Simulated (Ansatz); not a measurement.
## Electronic structure of C$_{2}$H$_{7}$BFGa (SMILES FBC[CH2][GaH2]) in real space

```yaml
atoms:
  - { symbol: F, position_ang: [-1.2421, 1.0447, 2.3258] }
  - { symbol: B, position_ang: [-0.8346, 0.5075, 1.1936] }
  - { symbol: C, position_ang: [0.5103, -0.2366, 1.0015] }
  - { symbol: C, position_ang: [1.0411, -0.0339, -0.4260] }
  - { symbol: Ga, position_ang: [-0.4876, -0.1870, -1.6891] }
  - { symbol: H, position_ang: [-1.6148, 0.6155, 0.2564] }
  - { symbol: H, position_ang: [0.2448, -1.2991, 1.1387] }
  - { symbol: H, position_ang: [1.2434, -0.0140, 1.7844] }
  - { symbol: H, position_ang: [1.8133, -0.7694, -0.6688] }
  - { symbol: H, position_ang: [1.4999, 0.9527, -0.5263] }
  - { symbol: H, position_ang: [-0.8526, 0.9444, -2.7180] }
  - { symbol: H, position_ang: [-1.3211, -1.5249, -1.6721] }
```

Geometry: PBE0-D4/def2-TZVP.

These are results of Ansatz 0.2.0, RKS PBE0-D4/def2-TZVPP, not measurements.

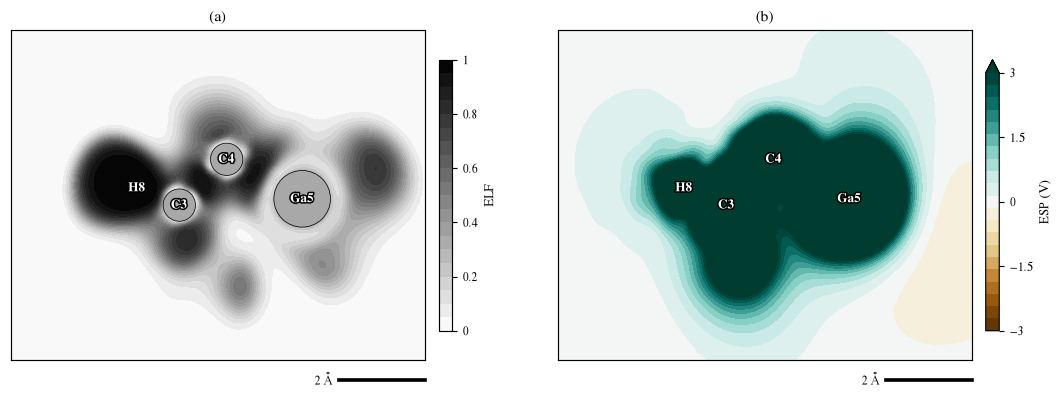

Figure 1. (a) electron localisation function; (b) molecular electrostatic potential on the plane of atoms C3, C4 and Ga5. Grey discs cover the atomic cores in the ELF map.

### What does the map show?

- The section cuts through C, Ga and H sites.
- C–C (1.54 Å): the ELF peaks at about 0.95 between the atoms (localised, covalent bonding).
- C–Ga (1.99 Å): the ELF peaks at about 0.90 in the valence shell of C, 0.7 Å from its nucleus, and is about 0.60 at the midpoint.
- C–H (1.10 Å): the ELF climbs to about 1 towards the hydrogen, as it does in any bond to H (a covalent bond by its length).
- Outside the dense part of the molecule the potential is most negative (−0.3 V) near H11, which lies off the plane.

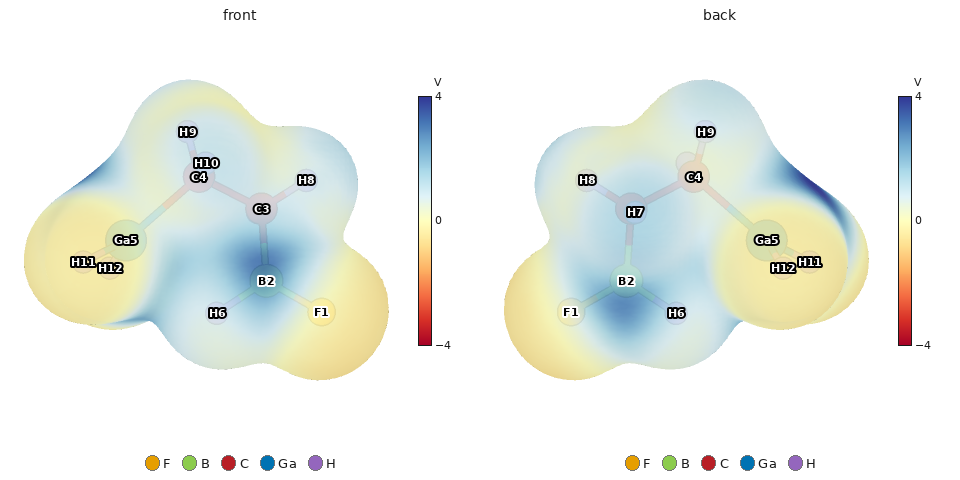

Figure 2. The electrostatic potential painted on the density surface at 0.004 e/bohr³, seen from the front and from behind; the colour scale runs from red (negative) to blue (positive).

### Which sites attract a positive test charge, and which a negative one?

A positive charge is drawn to the negative regions and a negative charge to the positive ones. The most negative region (about −0.6 V) lies over F1, the most positive (about +3.7 V) over Ga5.

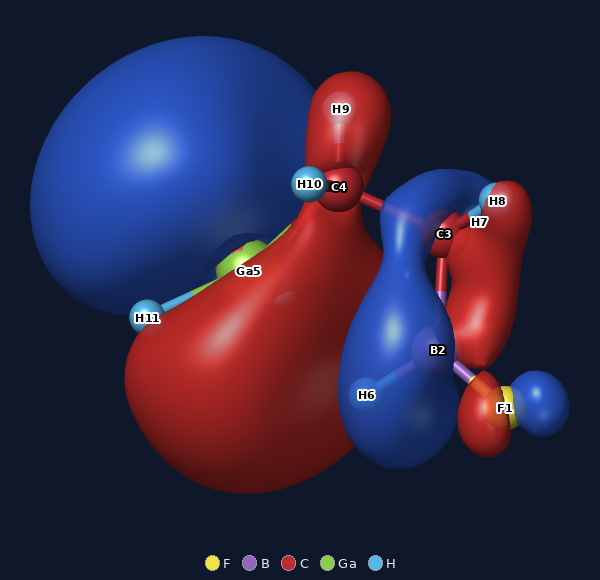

Figure 3. One frontier orbital at ±0.05 Å⁻³ᐟ² (red and blue are the two phases), seen at a tilt.

### Which orbital is it: HOMO or LUMO?

The LUMO, at −1.05 eV. Its weight (Hirshfeld) is mainly on Ga5 (about 65 %) and B2 (about 5 %).

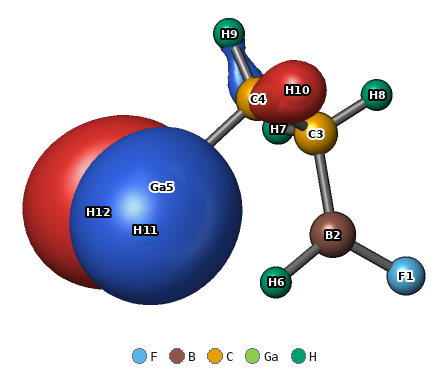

Figure 4. The HOMO−1 at ±0.1 Å⁻³ᐟ² (blue and red are the two phases), seen at a tilt.

### What is the character of this orbital?

By Hirshfeld shares it lies mainly on Ga5 (about 35 %), H12 (about 30 %) and H11 (about 30 %). Its energy is −8.23 eV.
